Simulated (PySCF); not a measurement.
Al(H)(OH)(SMe), SMILES [AlH]([OH])[S]C at its CAM-B3LYP/def2-SVP optimised geometry (Å):

```
9

Al    -0.6880     1.2003     0.0000
H     -1.5545     2.5124     0.0000
O      1.0099     1.2003     0.0000
H      1.6201     1.9400    -0.0048
S     -1.6201    -0.7524    -0.0005
C     -0.1647    -1.8715     0.0001
H      0.7765    -1.3084    -0.0071
H     -0.2126    -2.5124    -0.8895
H     -0.2047    -2.5024     0.8972
```

Calculation: CAM-B3LYP/def2-TZVP (PySCF 2.14.0).

Map of the electron localisation function on the plane z = 1.5 Å:

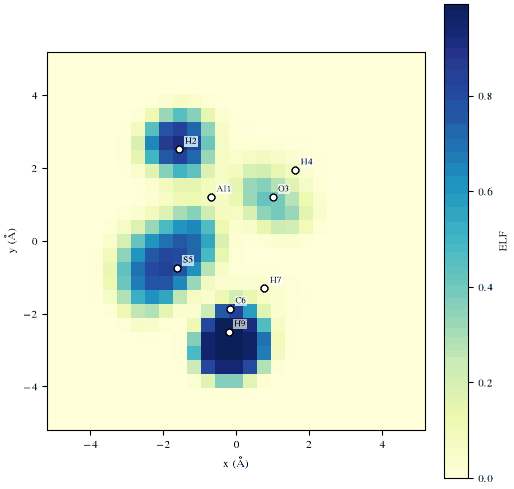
Figure: Electron localisation function on the plane z = 1.5 Å.
